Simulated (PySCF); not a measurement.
**C$_{4}$H$_{12}$B$_{2}$OSi: density, localisation and related maps**

The calculation's input:

```
{"job": {"kind": "nmr", "xc": "PBE0", "basis": "pcSseg-1"}, "charge": 0, "multiplicity": 1}
C      0.406717     0.828151     1.415623
C     -0.080064     0.453834     0.229566
B      0.795535     0.717266    -1.059016
O      2.098850     0.505975    -1.050624
Si     3.469224     0.044498    -0.335149
B     -1.466661    -0.224489     0.034258
C     -2.642788     0.543680    -0.685433
C     -1.674461    -1.708964     0.534329
H      1.366989     1.316055     1.513453
H     -0.151608     0.716862     2.334026
H      0.311778     1.109901    -2.061287
H      4.172479    -0.694222    -1.383931
H      3.240571    -0.804360     0.837353
H      4.136948     1.291233     0.039214
H     -3.363179     0.875444     0.062659
H     -3.194556    -0.098826    -1.369128
H     -2.319159     1.426353    -1.230207
H     -1.197692    -1.890171     1.495706
H     -1.196237    -2.389773    -0.170551
H     -2.717835    -2.007765     0.607199
```

Run with:

```sh
OMP_NUM_THREADS=1 python probes_run.py task.json out
```

Geometry: GFN2-xTB.

Level of theory: PBE0/pcSseg-1, SCF density, gas phase, non-relativistic (PySCF 2.14.0).

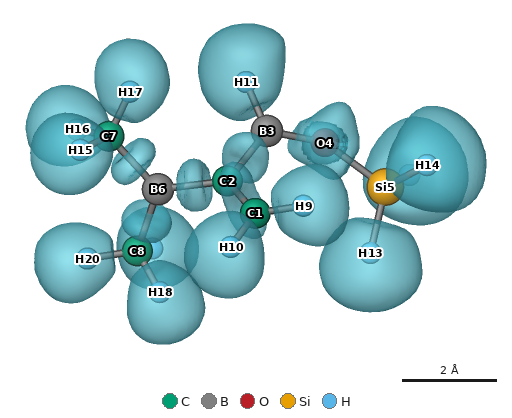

Figure 1. Isosurface of the electron localisation function at 0.8 (cyan), seen across its widest extent. Only the valence region is drawn (cores and ρ < 0.01 e/Å³ removed).

Where are the electrons localised?

Answer. The ELF exceeds this value in four regions between bonded B–C atoms (shared pairs), one region between bonded C–C atoms (shared pairs), twelve regions around hydrogen nuclei and one region on O in which the atom's valence shell and bonds are merged. Along the contacts the grid gives the following. B–O (1.32 Å): the ELF peaks at about 0.90 between the atoms (a polar covalent bond). C–C (1.34 Å): the ELF peaks at about 0.90 between the atoms; a short, multiple covalent bond.

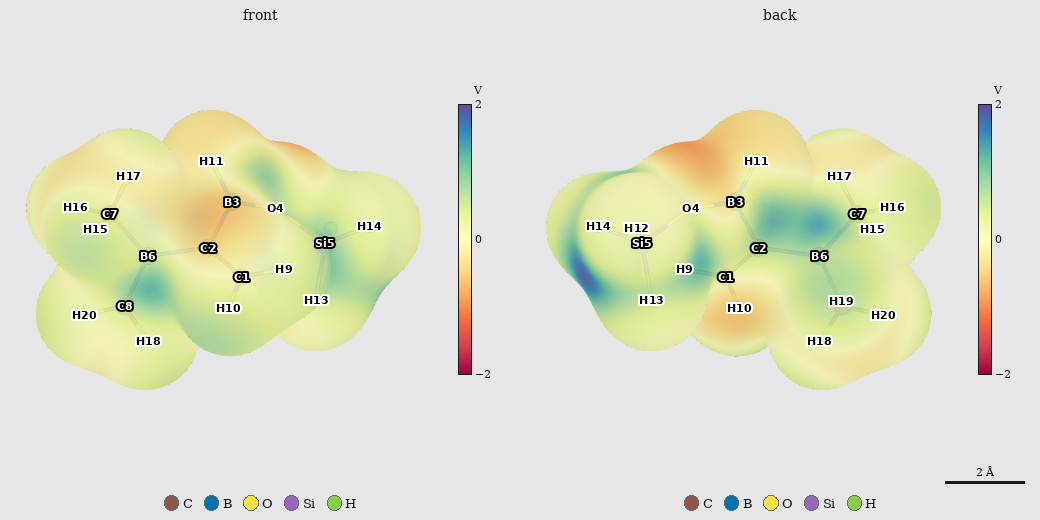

Figure 2. The electrostatic potential painted on the density surface at 0.002 e/bohr³, seen from the front and from behind; the colour scale runs from red (negative) to blue (positive).

Describe the electrostatic potential map.

Answer. The most negative region (about −0.8 V) lies over O4, the most positive (about +1.7 V) over Si5.

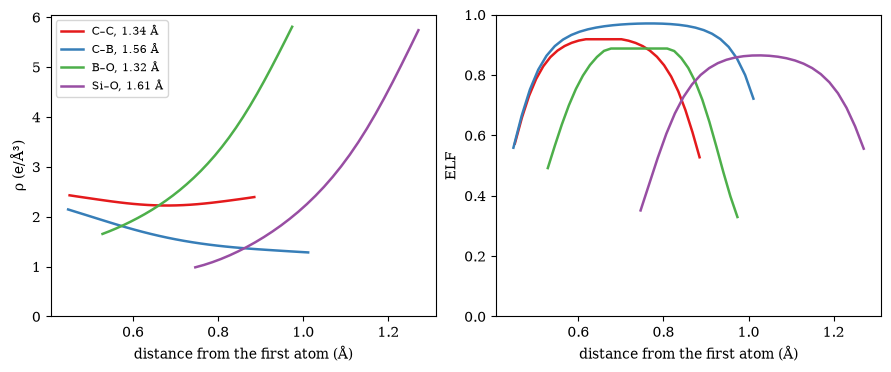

Figure 3. Total electron density and electron localisation function along straight lines between neighbouring atoms. The curves leave out the atomic cores.

What kind of bonding do the profiles show?

Answer. C–C (1.34 Å): ρ at the midpoint is about 2.2 e/Å³; the ELF peaks at about 0.90 between the atoms: a short, multiple covalent bond.
C–B (1.56 Å): the density is about 1.4 e/Å³ at the midpoint; the ELF peaks at about 1 between the atoms (a shared electron pair).
B–O (1.32 Å): ρ is about 2.2 e/Å³ halfway; the ELF peaks at about 0.90 between the atoms: a short, strongly polar bond.
Si–O (1.61 Å): ρ at the midpoint is about 1.2 e/Å³; the ELF peaks at about 0.85 between the atoms: a short, strongly polar bond.
